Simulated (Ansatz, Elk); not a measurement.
# ZnCd: X-ray structure factors from the self-consistent density

Structure refinements treat a crystal as free atoms side by side. For a made-up structure of ZnCd (cell and positions from a PBE relaxation) the runs below show what the calculated density changes in F(hkl).

Main program and level: Elk 11.2.3 (patched build); DFT, PBE, all-electron APW+lo, Dirac cores, scalar-relativistic bands, static density, no spin.

The structure was built from a prototype and need not be the compound's stable phase.

**1. The starting structure**

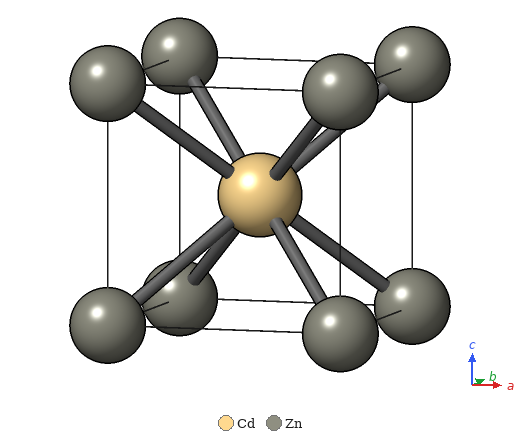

The cell as given, slightly off an axis (cadmium orange, zinc grey). Some periodic images of atoms are drawn too.

**2. Ground state and structure factors**

An all-electron density is needed, since X-rays see the cores too. Task 0 finds the density and task 195 Fourier-transforms it; tshift is off so that phases refer to the origin typed.

Contents of elk.in:

```
tasks
  0
  195

xctype
  20

spinpol
  .false.

rgkmax
  7.0

gmaxvr
  14.0

lmaxo
  7

lmaxapw
  8

swidth
  0.002

tshift
  .false.

ramdisk
  .false.

hmaxvr
  5.5

maxscl
  120

epspot
  1e-06

sppath
  './'

avec
  6.41809944834 -0.00000000000 0.00000000000
  0.00000000000 6.41809944834 0.00000000000
  0.00000000000 0.00000000000 6.41809944834

atoms
  2
  'Cd.in'
  1
  0.5000000000 0.5000000000 0.5000000000   0.000000 0.000000 0.000000
  'Zn.in'
  1
  -0.0000000000 -0.0000000000 -0.0000000000   0.000000 0.000000 0.000000

ngridk
  7 7 7
```

Run with:

```
> OMP_NUM_THREADS=4 elk
```

Numbers of over 12 decimals in the logs are rounded to 6 here.

What it wrote:

```text
┌─────────────────────────┐
│ Elk code version 11.2.3 │
└─────────────────────────┘

All units are atomic (Hartree, Bohr, etc.)

┌─────────────────────────────────────────────────┐
│ Ground-state run starting from atomic densities │
└─────────────────────────────────────────────────┘

Lattice vectors :
   6.418099448      -0.000000000       0.000000000
   0.000000000       6.418099448       0.000000000
   0.000000000       0.000000000       6.418099448

Reciprocal lattice vectors :
  0.9789791133       0.000000000       0.000000000
   0.000000000      0.9789791133      -0.000000000
  -0.000000000       0.000000000      0.9789791133

Unit cell volume      :    264.3743559
Brillouin zone volume :   0.9382536843

Muffin-tin inner radius fraction :   0.1000000000E-01

Nuclei treated as point charges

Species : 1 (Cd)
 parameters loaded from : Cd.in
 name : cadmium
 nuclear charge    :   -48.00000000
 electronic charge :    48.00000000
 atomic mass :    204912.7176
 muffin-tin radius :    2.600000000
 number of radial points in muffin-tin :   1193
 inner part over the whole radius :   0.9972693929E-02
 number on inner part of muffin-tin    :    850
 approximate nuclear radius :   0.8708852602E-04
 number of mesh points to nuclear radius :    426
 atomic positions (lattice), magnetic fields (Cartesian) :
  1 :   0.50000000  0.50000000  0.50000000    0.00000000  0.00000000  0.00000000

Species : 2 (Zn)
 parameters loaded from : Zn.in
 name : zinc
 nuclear charge    :   -30.00000000
 electronic charge :    30.00000000
 atomic mass :    119233.3130
 muffin-tin radius :    2.400000000
 number of radial points in muffin-tin :    993
 inner part over the whole radius :   0.9843840322E-02
 number on inner part of muffin-tin    :    701
 approximate nuclear radius :   0.7484757725E-04
 number of mesh points to nuclear radius :    337
 atomic positions (lattice), magnetic fields (Cartesian) :
  1 :   0.00000000  0.00000000  0.00000000    0.00000000  0.00000000  0.00000000

Total number of atoms per unit cell :    2
Total muffin-tin volume :    131.5280124
 ratio of muffin-tin to unit cell volume :   0.4975066965

Spin treatment :
 spin-unpolarised

Number of Bravais lattice symmetries :   48
Number of crystal symmetries         :   48
Crystal has inversion symmetry
Real symmetric eigensolver will be used

k-point grid :      7     7     7
k-point offset :    0.000000000       0.000000000       0.000000000
k-point set is reduced with full crystal symmetry group
Total number of k-points :       20

Muffin-tin radius times maximum |G+k| :    7.000000000
 using average radius
Maximum |G+k| for APW functions       :    2.800000000
Maximum (1/2)|G+k|²                   :    3.920000000
Maximum |G| for potential and density :    14.00000000
Constant for pseudocharge density :    9
 order of it for each species :   16  16
 order of it for pair densities of each species (exact exchange by exxq0 0: 17) :   11   9
Radial integration step length :    1

G-vector grid sizes :     30    30    30
Number of G-vectors :    12197

Maximum angular momentum used for
 APW functions            :    8
 outer part of muffin-tin :    7
 inner part of muffin-tin :    2

Total nuclear charge    :   -78.00000000
Total core charge       :    42.00000000
Total valence charge    :    36.00000000
Total excess charge     :    0.000000000
Total electronic charge :    78.00000000

Effective Wigner radius, rₛ :   0.9318486310

Number of empty states         :      8
Total number of valence states :     27
Total number of core states    :     42

Third-order local-orbitals added for an l without core states : T
Total number of local-orbitals :     39

Exchange-correlation functional :     20     0     0
 Perdew-Burke-Ernzerhof, Phys. Rev. Lett. 77, 3865 (1996)
 gradient requirement :    1
 generalised gradient approximation (GGA)

Smearing type :    3
 Fermi-Dirac
Smearing width :   0.2000000000E-02
Effective electronic temperature (K) :    631.5500496

Mixing type :    3
[...]
xc potential                :     -294.95895228798
 exchange                    :     -222.15142973190
 correlation                 :     -4.026063
 electron entropic           :    -0.49447004064908E-03
 total energy                :     -7392.4425005481

Density of states at Fermi energy :    42.59746308
 (states/Hartree/unit cell)

Estimated indirect band gap :   0.1151081131E-02
 from k-point 14 to k-point 19
Estimated direct band gap   :   0.9789168870E-02
 at k-point 19

Charges :
 core                        :    42.00000000
 valence                     :    36.00000000
 interstitial                :    2.687183517
 muffin-tins (core leakage)
  species : 1 (Cd)
   atom 1                    :    46.56494925     (  0.2509361164E-03)
  species : 2 (Zn)
   atom 1                    :    28.74786723     (  0.8275692714E-04)
 total in muffin-tins        :    75.31281648
 total calculated charge     :    77.99959259
 total charge                :    78.00000000
 error                       :   0.4074084666E-03

RMS change in Kohn-Sham potential (target) :   0.1217917615     (  0.1000000000E-05)
Absolute change in total energy (target)   :   0.5159327186E-01 (  0.1000000000E-03)

[... loops 3 to 14 left out ...]

┌──────────────────┐
│ Loop number : 15 │
└──────────────────┘

Energies :
 Fermi                       :     0.198787
 sum of occupied eigenvalues :     -4389.8035210305
 electron kinetic            :      7696.1495538044
 core electron kinetic       :      7297.2946088057
 Coulomb                     :     -14861.859425300
 Coulomb potential           :     -11790.898187416
 nuclear-nuclear             :     -888.13493852410
 electron-nuclear            :     -16180.319493132
 Hartree                     :      2206.5950063561
 Madelung                    :     -8966.4103315919
 xc potential                :     -295.05488741914
 exchange                    :     -222.37552051677
 correlation                 :     -4.027221
 electron entropic           :    -0.48351383548406E-03
 total energy                :     -7392.1130964952

Density of states at Fermi energy :    38.20835725
 (states/Hartree/unit cell)

Estimated indirect band gap :   0.3170777059E-02
 from k-point 8 to k-point 14
Estimated direct band gap   :   0.5438849164E-01
 at k-point 20

Charges :
 core                        :    42.00000000
 valence                     :    36.00000000
 interstitial                :    2.573723437
 muffin-tins (core leakage)
  species : 1 (Cd)
   atom 1                    :    46.62480193     (  0.2403100844E-03)
  species : 2 (Zn)
   atom 1                    :    28.80147463     (  0.7991228894E-04)
 total in muffin-tins        :    75.42627656
 total calculated charge     :    77.99961982
 total charge                :    78.00000000
 error                       :   0.3801846667E-03

RMS change in Kohn-Sham potential (target) :   0.6774298684E-07 (  0.1000000000E-05)
Absolute change in total energy (target)   :   0.3281235877E-04 (  0.1000000000E-03)

Convergence targets achieved

┌──────────────────┐
│ Loop number : 16 │
└──────────────────┘

Energies :
 Fermi                       :     0.198787
 sum of occupied eigenvalues :     -4389.8035197809
 electron kinetic            :      7696.1495555692
 core electron kinetic       :      7297.2946118011
 Coulomb                     :     -14861.859425311
 Coulomb potential           :     -11790.898187971
 nuclear-nuclear             :     -888.13493852410
 electron-nuclear            :     -16180.319492737
 Hartree                     :      2206.5950059495
 Madelung                    :     -8966.4103313262
 xc potential                :     -295.05488737961
 exchange                    :     -222.37552049565
 correlation                 :     -4.027221
 electron entropic           :    -0.48351340555404E-03
 total energy                :     -7392.1130947087

Density of states at Fermi energy :    38.20829127
 (states/Hartree/unit cell)

Estimated indirect band gap :   0.3170801007E-02
 from k-point 8 to k-point 14
Estimated direct band gap   :   0.5438847818E-01
 at k-point 20

Charges :
 core                        :    42.00000000
 valence                     :    36.00000000
 interstitial                :    2.573723158
 muffin-tins (core leakage)
  species : 1 (Cd)
   atom 1                    :    46.62480210     (  0.2403100638E-03)
  species : 2 (Zn)
   atom 1                    :    28.80147474     (  0.7991228484E-04)
 total in muffin-tins        :    75.42627684
 total calculated charge     :    77.99961982
 total charge                :    78.00000000
 error                       :   0.3801846287E-03

┌──────────────────────────────┐
│ Self-consistent loop stopped │
└──────────────────────────────┘

Warning : core states of species 1 leak from the muffin-tin :   0.2403100638E-03

Wrote STATE.OUT
```

The job ended after 7 s (4 threads of Arm Neoverse V2, shared host; peak memory 0.16 GiB).

SFACRHO.OUT:

```text

h k l indices transformed by vhmat matrix:
   1.000000000       0.000000000       0.000000000    
   0.000000000       1.000000000       0.000000000    
   0.000000000       0.000000000       1.000000000    

      h      k      l  multipl.   |H|            Re(F)            Im(F)           |F|

      0      0      0      1   0.0000000       78.000000     -0.17138716E-16   78.000000    
     -1      0      0      6  0.97897911      -15.853492     -0.23349200E-13   15.853492    
      0     -1      1     12   1.3844855       62.104083      0.83706100E-14   62.104083    
     -1     -1      1      8   1.6956416      -13.516370     -0.20217662E-13   13.516370    
     -2      0      0      6   1.9579582       54.266416      0.38074044E-13   54.266416    
      1      0      2     24   2.1890638      -12.135888      0.68250576E-13   12.135888    
      1      1      2     24   2.3979993       48.840081     -0.68610332E-13   48.840081    
      0     -2      2     12   2.7689711       44.705713      0.12163306E-13   44.705713    
     -1     -2      2     24   2.9369373      -10.708650     -0.39030592E-13   10.708650    
      0     -3      0      6   2.9369373      -10.712184     -0.98013316E-14   10.712184    
     -3      0      1     24   3.0958038       41.443199      0.63158320E-14   41.443199    
     -3     -1     -1     24   3.2469064      -10.345924     -0.60153996E-13   10.345924    
      2     -2      2      8   3.3912831       38.811027     -0.60013232E-14   38.811027    
      2      3      0     24   3.5297594      -10.101190      0.14611471E-13   10.101190    
     -1      2      3     48   3.6630044       36.647292     -0.52856310E-13   36.647292    
      0      4      0      6   3.9159165       34.844346     -0.50682055E-13   34.844346    
     -2      2      3     24   4.0364343      -9.8053913      0.47002556E-13   9.8053913    
      4      0      1     24   4.0364343      -9.8080935      0.52410891E-13   9.8080935
```

Elk indexes on the primitive cell of elk.in and gives |H| = 4π sin θ/λ in inverse bohr. Below, one row stands for each form hkl of the conventional cell (m members, Friedel mates merged), F is for one primitive cell and the density is static (no thermal factor). Free-atom factors are Waasmaier and Kirfel's, and R is Σm||F|−|F'||/Σm|F|.

| hkl | m | sin θ/λ (Å⁻¹) | abs F, DFT | neutral atoms | diff. |
| --- | --- | --- | --- | --- | --- |
| 100 | 6 | 0.147 | 15.854 | 15.870 | -0.017 |
| 110 | 12 | 0.208 | 62.104 | 62.425 | -0.321 |
| 111 | 8 | 0.255 | 13.516 | 13.411 | +0.106 |
| 200 | 6 | 0.294 | 54.266 | 54.468 | -0.202 |
| 210 | 24 | 0.329 | 12.136 | 12.022 | +0.114 |
| 211 | 24 | 0.361 | 48.840 | 48.903 | -0.063 |
| 220 | 12 | 0.416 | 44.706 | 44.701 | +0.004 |
| 221 | 24 | 0.442 | 10.709 | 10.641 | +0.068 |
| 300 | 6 | 0.442 | 10.712 | 10.641 | +0.072 |
| 310 | 24 | 0.466 | 41.443 | 41.410 | +0.033 |
| 311 | 24 | 0.488 | 10.346 | 10.285 | +0.061 |
| 222 | 8 | 0.510 | 38.811 | 38.767 | +0.044 |
| 320 | 24 | 0.531 | 10.101 | 10.052 | +0.049 |
| 321 | 48 | 0.551 | 36.647 | 36.603 | +0.044 |
| 400 | 6 | 0.589 | 34.844 | 34.799 | +0.045 |
| 322 | 24 | 0.607 | 9.805 | 9.793 | +0.012 |
| 410 | 24 | 0.607 | 9.808 | 9.793 | +0.015 |
| 411 | 24 | 0.625 | 33.307 | 33.272 | +0.035 |

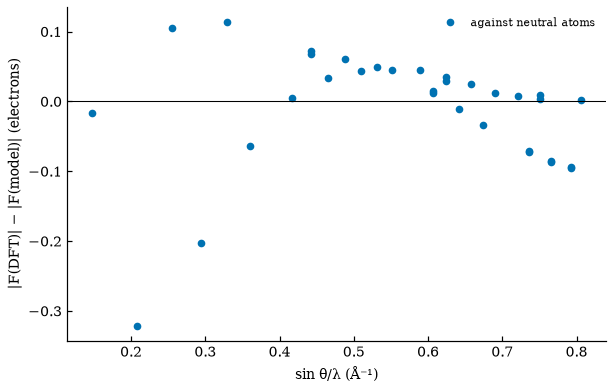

Difference between the calculated structure factors and the independent-atom ones.

**3. The highest occupied states alone**

An energy window below the Fermi level keeps the highest occupied states, to see at which angles they scatter; shallow core shells can lie inside it and anion s states outside. No new self-consistency is needed.

elk.in, as its differences from that of step 2:

```diff
@@ -1,3 +1,2 @@
 tasks
-  0
   195
@@ -40,2 +39,5 @@
 
+wsfac
+  -0.352450 0.498790
+
 sppath
```

Run with:

```
> OMP_NUM_THREADS=4 elk
```

What it wrote:

```text
┌─────────────────────────────────┐
│ Elk code version 11.2.3 started │
└─────────────────────────────────┘

Info(readinput): the functional depends on the density's gradient
 muffin-tin radial points multiplied by    2.00000
 (not where nrmtscf is given)

┌────────────────────┐
│ Current task : 195 │
└────────────────────┘

Info(sfacrho): density structure factors written to SFACRHO.OUT

 Energy window :  -0.3524500000      0.4987900000

┌──────────────────┐
│ Elk code stopped │
└──────────────────┘
```

The job ended after 2.8 s (4 threads; peak memory 0.16 GiB; 4.2 s of CPU time).

States within 15 eV below the Fermi level hold 24.00 electrons; any levels below the window count with the cores. Their amplitudes can exceed the total, where window and core parts have opposite phase:

| hkl | sin θ/λ (Å⁻¹) | abs F, window | abs F, all |
| --- | --- | --- | --- |
| 100 | 0.147 | 1.306 | 15.854 |
| 110 | 0.208 | 12.653 | 62.104 |
| 111 | 0.255 | 2.279 | 13.516 |
| 200 | 0.294 | 8.512 | 54.266 |
| 210 | 0.329 | 2.611 | 12.136 |
| 211 | 0.361 | 6.133 | 48.840 |
| 220 | 0.416 | 4.541 | 44.706 |
| 221 | 0.442 | 2.554 | 10.709 |
| 300 | 0.442 | 2.550 | 10.712 |
| 310 | 0.466 | 3.426 | 41.443 |

**4. Another functional**

The difference from free atoms is small, so it is set against the change that LDA (Perdew-Wang) makes.

elk.in, as its differences from that of step 3:

```diff
@@ -1,2 +1,3 @@
 tasks
+  0
   195
@@ -4,3 +5,3 @@
 xctype
-  20
+  3
 
@@ -39,5 +40,2 @@
 
-wsfac
-  -0.352450 0.498790
-
 sppath
```

Run with:

```
> OMP_NUM_THREADS=4 elk
```

What it wrote:

```text
┌─────────────────────────┐
│ Elk code version 11.2.3 │
└─────────────────────────┘

All units are atomic (Hartree, Bohr, etc.)

┌─────────────────────────────────────────────────┐
│ Ground-state run starting from atomic densities │
└─────────────────────────────────────────────────┘

Lattice vectors :
   6.418099448      -0.000000000       0.000000000
   0.000000000       6.418099448       0.000000000
   0.000000000       0.000000000       6.418099448

Reciprocal lattice vectors :
  0.9789791133       0.000000000       0.000000000
[...]
interstitial                :    2.541122727
 muffin-tins (core leakage)
  species : 1 (Cd)
   atom 1                    :    46.63990989     (  0.2413600690E-03)
  species : 2 (Zn)
   atom 1                    :    28.81896738     (  0.8022777623E-04)
 total in muffin-tins        :    75.45887727
 total calculated charge     :    77.99961713
 total charge                :    78.00000000
 error                       :   0.3828670541E-03

┌──────────────────────────────┐
│ Self-consistent loop stopped │
└──────────────────────────────┘

Warning : core states of species 1 leak from the muffin-tin :   0.2413600690E-03

Wrote STATE.OUT
[key lines of the parts left out:]
total energy                :     -7384.4182017508
```

Wall time 3.9 s (4 threads); peak memory 0.16 GiB; 9.7 s of CPU time.

Against the first run R = 0.04 %; the largest change is -0.039 at 200.

**5. A coarser k-mesh**

About half the k-points along each axis test the sampling.

elk.in, as its differences from that of step 4:

```diff
@@ -5,3 +5,3 @@
 xctype
-  3
+  20
 
@@ -58,2 +58,2 @@
 ngridk
-  7 7 7
+  4 4 4
```

Run with:

```
> OMP_NUM_THREADS=4 elk
```

What it wrote:

```text
┌─────────────────────────┐
│ Elk code version 11.2.3 │
└─────────────────────────┘

All units are atomic (Hartree, Bohr, etc.)

┌─────────────────────────────────────────────────┐
│ Ground-state run starting from atomic densities │
└─────────────────────────────────────────────────┘

Lattice vectors :
   6.418099448      -0.000000000       0.000000000
   0.000000000       6.418099448       0.000000000
   0.000000000       0.000000000       6.418099448

Reciprocal lattice vectors :
  0.9789791133       0.000000000       0.000000000
[...]
interstitial                :    2.571701581
 muffin-tins (core leakage)
  species : 1 (Cd)
   atom 1                    :    46.63887904     (  0.2404814958E-03)
  species : 2 (Zn)
   atom 1                    :    28.78941938     (  0.7991392418E-04)
 total in muffin-tins        :    75.42829842
 total calculated charge     :    77.99955624
 total charge                :    78.00000000
 error                       :   0.4437618364E-03

┌──────────────────────────────┐
│ Self-consistent loop stopped │
└──────────────────────────────┘

Warning : core states of species 1 leak from the muffin-tin :   0.2404814958E-03

Wrote STATE.OUT
[key lines of the parts left out:]
total energy                :     -7392.1054721189
```

Run time: 5.9 s. Hardware: 4 threads; peak memory 0.16 GiB; 13 s of CPU time.

Against the first run R = 0.01 %; the largest change is +0.013 at 100.

**6. Basis size**

A smaller basis shows how fast F responds to it; the change is likely larger than the basis error of the first run, but doesn't show convergence.

elk.in, as its differences from that of step 5:

```diff
@@ -11,3 +11,3 @@
 rgkmax
-  7.0
+  5.5
 
@@ -58,2 +58,2 @@
 ngridk
-  4 4 4
+  7 7 7
```

Run with:

```
> OMP_NUM_THREADS=4 elk
```

What it wrote:

```text
┌─────────────────────────┐
│ Elk code version 11.2.3 │
└─────────────────────────┘

All units are atomic (Hartree, Bohr, etc.)

┌─────────────────────────────────────────────────┐
│ Ground-state run starting from atomic densities │
└─────────────────────────────────────────────────┘

Lattice vectors :
   6.418099448      -0.000000000       0.000000000
   0.000000000       6.418099448       0.000000000
   0.000000000       0.000000000       6.418099448

Reciprocal lattice vectors :
  0.9789791133       0.000000000       0.000000000
[...]
interstitial                :    2.660225219
 muffin-tins (core leakage)
  species : 1 (Cd)
   atom 1                    :    46.57857995     (  0.2409152726E-03)
  species : 2 (Zn)
   atom 1                    :    28.76119483     (  0.8047048391E-04)
 total in muffin-tins        :    75.33977478
 total calculated charge     :    77.99905174
 total charge                :    78.00000000
 error                       :   0.9482577619E-03

┌──────────────────────────────┐
│ Self-consistent loop stopped │
└──────────────────────────────┘

Warning : core states of species 1 leak from the muffin-tin :   0.2409152726E-03

Wrote STATE.OUT
[key lines of the parts left out:]
total energy                :     -7392.0126250436
```

Elapsed: 6.6 s, on 4 threads; peak memory 0.16 GiB; 16 s of CPU time.

Against the first run R = 0.02 %; the largest change is +0.047 at 211.

**7. Settings against the effect**

| run | R against the first run (%) | R against neutral atoms, low angle (%) | wall time |
| --- | --- | --- | --- |
| PBE, rgkmax 7 | 0.00 | 0.47 | 7 s |
| LDA (Perdew-Wang) | 0.04 | 0.49 | 3.9 s |
| k-mesh 4×4×4 | 0.01 | 0.46 | 5.9 s |
| rgkmax 5.5 | 0.02 | 0.46 | 6.6 s |

**8. Summary of results**

```json
{"R against neutral atoms, sin θ/λ < 0.3 Å⁻¹": "0.47 %", "R against neutral atoms, 0.3 to 0.81 Å⁻¹": "0.19 %"}
```

Independent neutral atoms miss the calculated amplitudes by R = 0.47 % below 0.3 Å⁻¹ and 0.19 % from there to 0.81 Å⁻¹; by shells, 0.11 % below 0.15 Å⁻¹ (1 form), 0.50 % 0.15 to 0.3 (3 forms), 0.27 % 0.3 to 0.45 (5 forms), 0.18 % above 0.45 (24 forms). Bonding, aspherical density and the tables' own atoms all enter these figures, and the runs don't part them. The largest change of an amplitude is -0.32 electrons, at 110. The window's part falls from 24.0 electrons at the origin to at most 3.43 between 0.45 and 0.81 Å⁻¹, where compact states inside the window still scatter. Below 0.3 Å⁻¹ the changes that finished (LDA (Perdew-Wang), k-mesh 4×4×4 and rgkmax 5.5) move F by R = 0.04 % at most, against the 0.47 % that separates it from free atoms. Part of the difference isn't bonding: the tables are fits to free atoms and ions calculated by other methods than this functional. Thermal motion, anomalous dispersion and extinction are left out.

[Logs are printed without paths, hosts, clocks, repeated set-up lines and the standing remarks that a program may print on its own settings, such as how far it seeks lower states.]

[Hosts, paths, dates, database ids (printed as entryN), source tags and the programs' standing remarks are cut or masked in the printed files.]
